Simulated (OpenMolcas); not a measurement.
# Eu³⁺ among point charges: CASSCF levels and susceptibility

Aim: the splitting of the states of Eu³⁺ in the field of 6 point charges, its lowest levels with spin-orbit coupling and its magnetic susceptibility.

Method: state-averaged CASSCF, spin-orbit coupling by RASSI with atomic mean-field integrals. Code: OpenMolcas 26.06.

## (1) The system

| Item | Value |
| --- | --- |
| Species | Eu³⁺ (europium, Z = 63, 60 electrons) |
| Basis | ANO-RCC-VDZP [7s6p4d2f1g], 68 functions |
| Scalar Hamiltonian | DKH2, point nucleus |
| Inactive shells | 1s 2s 2p 3s 3p 3d 4s 4p 4d 5s 5p |
| Active space | 6 electrons in 7 orbitals (4f) |
| Some configurations of this space | 4f6 |
| Orbitals | optimised for the highest spin of each parity, averaged over all roots |

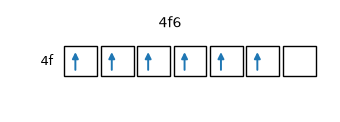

The shells outside the core, filled by Hund's rule for the drawing.

The ion sits among 6 point charges of -1.5 e arranged as a trigonal prism (D3h), 2.88 Å from the ion, with a polar angle of 56.5° against the regular 49.1°.

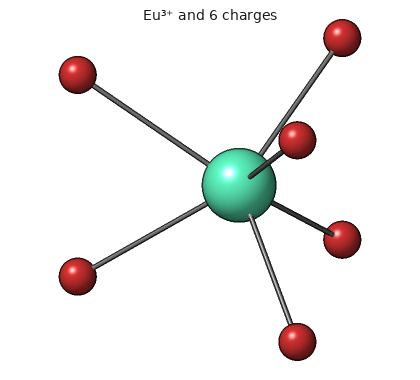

The ion and the point charges (red).

The work runs as a chain of OpenMolcas steps in one folder; each step below is one input file. Labels, J, g values, rates, χT and fits are worked out afterwards by a script from the matrices that RASSI stores.

## (2) GATEWAY and SEWARD: basis and integrals

a.inp

```
&GATEWAY
Coord
1

Eu 0.0 0.0 0.0
Basis=ANO-RCC-VDZP
Group=NoSym
NoMove
AngMom=0.0 0.0 0.0
AMFI
XField
6 Angstrom 0
2.400620 0.000000 1.591045 -1.500000
-1.200310 2.078998 1.591045 -1.500000
-1.200310 -2.078998 1.591045 -1.500000
2.400620 0.000000 -1.591045 -1.500000
-1.200310 2.078998 -1.591045 -1.500000
-1.200310 -2.078998 -1.591045 -1.500000
&SEWARD
```

The program printed:

```text
Basis set label: EU.ANO-RCC...7S6P4D2F1G.

      Electronic valence basis set:
      ------------------
      Associated Effective Charge  63.000000 au
      Associated Actual Charge     63.000000 au
      Nuclear Model: Point charge

      Shell  nPrim  nBasis  Cartesian Spherical Contaminant
         s      25       7        X
         p      22       6        X
         d      15       4                 X
         f      11       2                 X
         g       4       1                 X
                  Relativistic Douglas-Kroll-Hess integrals:
                    - DKH order of Hamiltonian: 2
                    - DKH order of Properties : 0
                  Atomic mean-field integrals
```

## (3) CASSCF: septets, 7 roots

a.inp

```
&RASSCF
FileOrb=start.orb
Symmetry=1
Spin=7
nActEl=6 0 0
Inactive=27
Ras2=7
CIRoot=7 7 1
SDav=7
CIMx=300
Iter=120 100
PrWF=0.3
OrbListing=Nothing
MaxOrb=0
>>> COPY $Project.JobIph JOB001
```

start.orb holds the contracted functions of the basis, ordered by shell, or the orbitals of the step before.

The program printed (excerpt; [...] marks lines left out):

```text
[...]
      Number of active orbitals                  7
[...]
      Spin quantum number                      3.0
[...]
      Active orbitals                            7
[...]
      Number of CSFs                             7
      Number of root(s) required                 7
[...]
      Convergence after 10 iterations
[...]
      Natural orbitals and occupation numbers for root  1
      sym 1:   1.000000   1.000000   1.000000   1.000000   1.000000   1.000000  -0.000000
      Natural orbitals and occupation numbers for root  2
      sym 1:   1.000000   1.000000   1.000000   1.000000   1.000000  -0.000000   1.000000
      Natural orbitals and occupation numbers for root  3
      sym 1:   0.000000   1.000000   1.000000   1.000000   1.000000   1.000000   1.000000
::    RASSCF root number  1 Total energy: -10838.48929447
::    RASSCF root number  2 Total energy: -10838.48923487
::    RASSCF root number  3 Total energy: -10838.48923487
::    RASSCF root number  4 Total energy: -10838.48921618
::    RASSCF root number  5 Total energy: -10838.48862941
::    RASSCF root number  6 Total energy: -10838.48862941
::    RASSCF root number  7 Total energy: -10838.48845837
```

## (4) CASSCF: quintets, 140 roots

a.inp

```
&RASSCF
FileOrb=start.orb
Symmetry=1
Spin=5
nActEl=6 0 0
Inactive=27
Ras2=7
CIRoot=140 140 1
SDav=140
CIMx=300
Iter=120 100
PrWF=0.3
OrbListing=Nothing
MaxOrb=0
CIOnly
>>> COPY $Project.JobIph JOB002
```

The program printed (excerpt; [...] marks lines left out):

```text
[...]
      Number of active orbitals                  7
[...]
      Spin quantum number                      2.0
[...]
      Active orbitals                            7
[...]
      Number of CSFs                           140
      Number of root(s) required               140
[...]
      Natural orbitals and occupation numbers for root  1
      sym 1:   0.880014   0.780518   0.910778   0.924336   0.910834   0.816747   0.776773
      Natural orbitals and occupation numbers for root  2
      sym 1:   0.816747   0.780525   0.911015   0.924337   0.910597   0.880014   0.776766
      Natural orbitals and occupation numbers for root  3
      sym 1:   0.816948   0.951004   0.816076   0.832420   0.816076   0.816948   0.950529
::    RASSCF root number  1 Total energy: -10838.37843615
::    RASSCF root number  2 Total energy: -10838.37843615
::    RASSCF root number  3 Total energy: -10838.37832867
[...]
::    RASSCF root number 27 Total energy: -10838.35664729
::    RASSCF root number 28 Total energy: -10838.35664729
::    RASSCF root number 29 Total energy: -10838.35646616
::    RASSCF root number 30 Total energy: -10838.35646616
```

CIOnly: the orbitals of an earlier block are kept, and only the CI is solved.

## (5) Reference wave functions, triplets, 162 roots

a.inp

```
&RASSCF
FileOrb=start.orb
Symmetry=1
Spin=3
nActEl=6 0 0
Inactive=27
Ras2=7
CIRoot=162 162 1
SDav=588
CIMx=300
Iter=120 100
PrWF=0.3
OrbListing=Nothing
MaxOrb=0
CIOnly
>>> COPY $Project.JobIph JOB003
```

The program printed (excerpt; [...] marks lines left out):

```text
[...]
      Number of active orbitals                  7
[...]
      Spin quantum number                      1.0
[...]
      Active orbitals                            7
[...]
      Number of CSFs                           588
      Number of root(s) required               162
[...]
      Natural orbitals and occupation numbers for root  1
      sym 1:   0.852751   0.864660   0.859883   0.850277   0.859883   0.852751   0.859796
      Natural orbitals and occupation numbers for root  2
      sym 1:   0.854883   0.853249   0.862214   0.861632   0.868335   0.850380   0.849306
      Natural orbitals and occupation numbers for root  3
      sym 1:   0.855367   0.853222   0.868454   0.861639   0.861812   0.850400   0.849105
::    RASSCF root number  1 Total energy: -10838.28493990
::    RASSCF root number  2 Total energy: -10838.28493800
::    RASSCF root number  3 Total energy: -10838.28493800
[...]
::    RASSCF root number 27 Total energy: -10838.27525047
::    RASSCF root number 28 Total energy: -10838.27523454
::    RASSCF root number 29 Total energy: -10838.27523454
::    RASSCF root number 30 Total energy: -10838.27519040
```

CIOnly: the orbitals of an earlier block are kept, and only the CI is solved.

## (6) State interaction with spin-orbit coupling

a.inp

```
&RASSI
NrOfJobIphs=3 7 77 3
1 2 3 4 5 6 7
1 2 3 4 5 6 7 8 9 10 11 12 13 14 15 16 17 18 19 20 21 22 23 24 25 26 27
28 29 30 31 32 33 34 35 36 37 38 39 40 41 42 43 44 45 46 47 48 49 50 51
52 53 54 55 56 57 58 59 60 61 62 63 64 65 66 67 68 69 70 71 72 73 74 75
76 77
1 2 3
IphNames
JOB001
JOB002
JOB003
EJob
SpinOrbit
DIPRint=1.0
SOCoupling=1000.0
Subsets=2
Property=9
'ANGMOM' 1 'ANGMOM' 2 'ANGMOM' 3 'MLTPL  1' 1 'MLTPL  1' 2 'MLTPL  1' 3
'AMFI' 1 'AMFI' 2 'AMFI' 3
SOProperty=3
'ANGMOM' 1 'ANGMOM' 2 'ANGMOM' 3
```

The program printed (excerpt; [...] marks lines left out):

```text
SPIN-FREE ENERGIES:
  (Shifted by EMIN (a.u.) =     -10838.4892944689)
 SF State       Relative EMIN(au)   Rel lowest level(eV)    D:o, cm**(-1)      L_eff
     1             0.0000000000        0.0000000000              0.0000         3.0
     2             0.0000596017        0.0016218443             13.0811         3.0
     3             0.0000596017        0.0016218443             13.0811         3.0
     4             0.0000782910        0.0021304076             17.1829         3.0
     5             0.0006650576        0.0180971388            145.9633         3.0
     6             0.0006650576        0.0180971388            145.9633         3.0
     7             0.0008361031        0.0227515239            183.5034         3.0
     8             0.1108583174        3.0166084936          24330.5883         2.0
     9             0.1108583174        3.0166084936          24330.5883         2.0
    10             0.1109658038        3.0195333478          24354.1789         2.0
[...]
Eigenvalues of complex Hamiltonian:
   -----------------------------------
  (Shifted by EMIN (a.u.) =     -10838.4892944689)
 SO State       Relative EMIN(au)   Rel lowest level(eV)    D:o, cm**(-1)     J-value
     1            -0.0175976166        0.0000000000              0.0000         0.0
     2            -0.0161370652        0.0397436288            320.5540         1.0
     3            -0.0157755659        0.0495805247            399.8939         0.6
     4            -0.0157755659        0.0495805236            399.8939         0.6
     5            -0.0129685971        0.1259620363           1015.9523         1.8
     6            -0.0129685971        0.1259620373           1015.9523         1.8
     7            -0.0128248151        0.1298745435           1047.5088         2.0
     8            -0.0126929816        0.1334619181           1076.4430         1.0
     9            -0.0126929816        0.1334619180           1076.4430         1.0
    10            -0.0088964964        0.2367695430           1909.6752         3.0
    11            -0.0088553104        0.2378902697           1918.7144         2.9
[...]
```

These steps took 43 s in all on 1 thread, shared host.

Spin-free states, with their symmetry labels:

| state | degeneracy | E (cm-1) | free-ion L (%) |
| --- | --- | --- | --- |
| 7A1 | 1 | 0 | F (100) |
| 7E | 2 | 13 | F (100) |
| 7A2 | 1 | 17 | F (100) |
| 7E | 2 | 146 | F (100) |
| 7A2 | 1 | 184 | F (100) |
| 5E | 2 | 24331 | D (100) |
| 5A1 | 1 | 24354 | D (100) |
| 5E | 2 | 24365 | D (100) |
| 5E | 2 | 27789 | L (100) |
| 5A1 | 1 | 27797 | L (100) |
| 5E | 2 | 27802 | L (100) |
| 5E | 2 | 27817 | L (100) |
| 5A1 | 1 | 27837 | L (100) |
| 5A2 | 1 | 27842 | L (100) |
| 5E | 2 | 27866 | L (100) |
| 5E | 2 | 27873 | L (100) |
| 5E | 2 | 27889 | L (100) |
| quintet | 2 | 27897 | L (100) |
| 5A1 | 1 | 29082 | G (100) |
| 5A2 | 1 | 29084 | G (100) |
| 5E | 2 | 29089 | G (100) |
| 5E | 2 | 29113 | G (100) |
| 5E | 2 | 29152 | G (100) |
| 5A1 | 1 | 29170 | G (100) |

With spin-orbit coupling:

```
E (cm-1)  Degeneracy  Label  2S+1     J  abs mJ (%)                g
     0.0           1     A1     7  0.02     0 (100)                 
   320.6           1     A2     7  1.00     0 (100)                 
   399.9           2      E     7  1.01     1 (100)   0.00 0.00 2.73
    1016           2      E     7  2.00     1 (100)   0.00 0.00 3.28
    1048           1     A1     7  2.00     0 (100)                 
    1076           2      E     7  2.01     2 (100)   0.00 0.00 5.66
    1910           1     A2     7  3.00     0 (100)                 
    1919           2      E     7  3.00     1 (100)   0.00 0.00 2.94
    1935           1     A2     7  3.01     3 (100)                 
    1938           1     A1     7  3.01     3 (100)                 
    1943           2      E     7  3.00     2 (100)   0.00 0.00 6.16
    2926           2      E     7  4.00     4 (100)  0.00 0.00 11.80
    2935           1     A1     7  4.00     0 (100)                 
    2949           2      E     7  4.00     1 (100)   0.00 0.00 2.91
    2972           1     A2     7  4.00     3 (100)                 
    2975           2      E     7  4.00     2 (100)   0.00 0.00 5.92
    2979           1     A1     7  4.00     3 (100)                 
    4022           2      E     7  5.00     5 (100)  0.00 0.00 14.97
    4088           2      E     7  5.00      4 (97)  0.00 0.00 11.44
    4097           1     A2     7  5.00     3 (100)                 
    4102           2      E     7  5.00      2 (97)   0.00 0.00 5.47
    4103           1     A1     7  5.00     3 (100)                 
    4104           2      E     7  5.00     1 (100)   0.00 0.00 3.03
    4105           1     A2     7  5.00     0 (100)
```

The table of states holds 24 of 54 computed; the rest, higher up, is left out. Labels of spin-orbit levels are those of the rotation subgroup (D3 for D3h). Principal g values are given for doublets only; a zero marks a field direction without first-order Zeeman splitting.

Powder χT (cm³ K/mol): 0.01 at 2 K, 0.03 at 5 K, 0.06 at 10 K, 0.11 at 20 K, 0.28 at 50 K, 0.56 at 100 K, 0.81 at 150 K, 1.02 at 200 K, 1.17 at 250 K, 1.30 at 300 K.

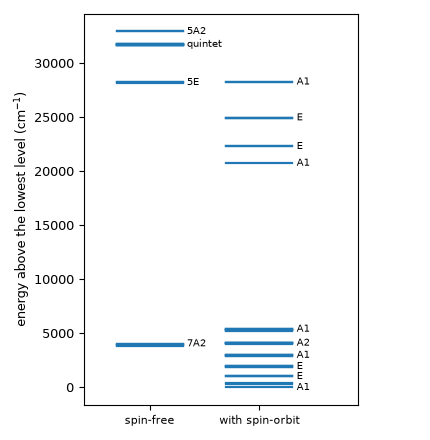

The states in the field without (left) and with (right) spin-orbit coupling.

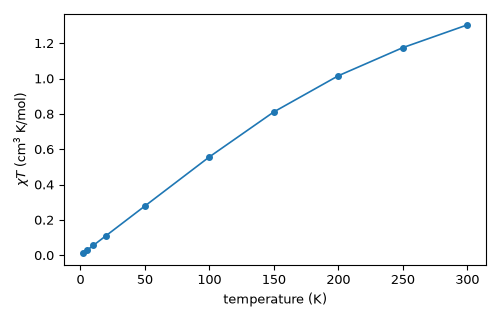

χT against temperature.

Orbitals of the lowest block (energies include the constant potential of the surroundings):

| shell | space | energy (hartree) | mean occupation | ⟨r²⟩ (bohr²) |
| --- | --- | --- | --- | --- |
| 1s | inactive | -1789.1957 | 2.000 | 0.000645 |
| 2s | inactive | -297.9098 | 2.000 | 0.0106 |
| 2p | inactive | -265.7329 | 6.000 | 0.00853 |
| 3s | inactive | -67.0631 | 2.000 | 0.0706 |
| 3p | inactive | -56.7753 | 6.000 | 0.0707 |
| 3d | inactive | -42.7430 | 10.000 | 0.0598 |
| 4s | inactive | -13.7772 | 2.000 | 0.361 |
| 4p | inactive | -10.2757 | 6.000 | 0.406 |
| 4d | inactive | -5.2150 | 10.000 | 0.496 |
| 4f | RAS2 |  | 6.000 | 0.913 |
| 5s | inactive | -1.4183 | 2.000 | 2.15 |
| 5p | inactive | -0.4479 | 6.000 | 2.80 |

## (7) Results

| quantity | value |
| --- | --- |
| method | CASSCF |
| spin-free ground state | 7A1, 1-fold in its orbital part |
| first state of the same spin within the active space | 7E at 13.1 cm⁻¹ |
| lowest level | 1-fold A1 |
| next level | 320.6 cm⁻¹ |
| χT at 300 K | 1.30 cm³ K/mol |
| effective moment at 300 K | 3.23 μB |

The spin-free ground state (7A1) comes to 100 % from free-ion F terms and keeps the highest spin of the shell. The quintets, triplets rest on orbitals optimised for another spin in at least one step, which raises them against the optimised states. Not all states of the active space went into the spin-orbit step. High states of lower spin are left out of the spin-orbit mixing, and CASSCF puts spin-flip levels too high. This is an electrostatic model: the charges have no orbitals.
